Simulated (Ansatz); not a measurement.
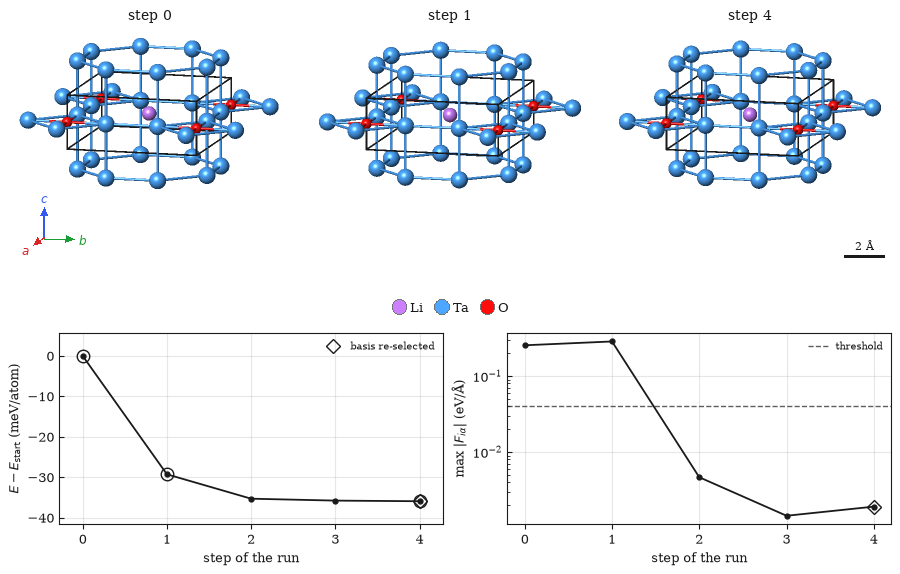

Frames of a relaxation of crystalline LiTa₄O (a generated structure, set up in P4/mmm) (coarse preliminary run), marked on the history of the run. A ball-and-stick model of the cell of the calculation, seen slightly off an axis.

All numbers below come from Ansatz 0.2.0, DFT PBE, scalar-relativistic, plane waves, PAW. Settings: plane-wave cutoff 420 eV; k-point mesh 4 × 4 × 6; occupations gaussian; smearing width 0.1 eV; no spin polarisation; cell and atoms relaxed; force threshold 0.04 eV/Å; at most 70 steps.

### What happens along the run?

The largest moves relative to the cell, 0.024 Å, are those of Ta atoms. Li and O stay in place. Cell: a = b 6.756 → 6.875 Å (+1.8 %), c 2.774 → 2.682 Å (−3.3 %). Volume +0.1 %. Among the contacts that change: Ta–Ta 2.697 → 2.793 Å, Ta–Ta 2.774 → 2.682 Å, Ta–Ta 2.870 → 2.886 Å, O–Ta 2.030 → 2.041 Å. The space group stays P4/mmm (No. 123). After 3 accepted moves (4 points after the start) the energy has fallen by 35.9 meV per atom. The largest force component goes from 0.25 to 0.0019 eV/Å. The pressure goes from −0.77 to 0.00 GPa. The SCF was repeated once at an unchanged geometry on a basis and grid sized afresh for the cell, which shifted the energy by 0.2 meV per atom at most. From step 0 to 1: Ta atoms move most (0.03 Å), volume −1.3 %, energy −29.2 meV per atom. From step 1 to 4: volume +1.5 %, energy −6.7 meV per atom.

Limits of the set-up: the k-point mesh is coarse for a cell with partly filled bands.
